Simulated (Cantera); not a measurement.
A closed system holds: 1 mol Si, 4.4 mol HBr, 7.2 mol H2, equilibrated at 1.10 mbar.

Equilibrium computed with Cantera from the NASA thermochemical tables; the gas is ideal and each condensed phase is pure. Candidate condensed phases: Br2, Si; 19 gas species. The tables' values for SiBr3 are old estimates; treat these amounts as uncertain. Equilibrium is a limit: real reactors are often held back by kinetics, nucleation or transport.

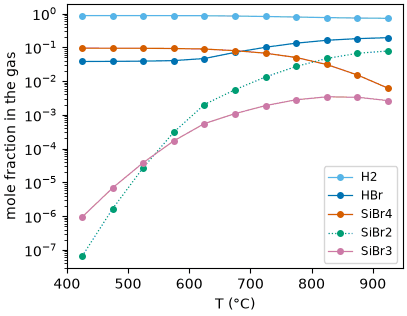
Figure. Equilibrium gas composition (values under 1e-9 drawn at 1e-9)

Problem. Read off the mole fractions at 925 °C.

Solution. H2 about 0.72, HBr about 0.19, SiBr2 about 0.078, SiBr4 about 0.0062, SiBr3 about 0.0026.
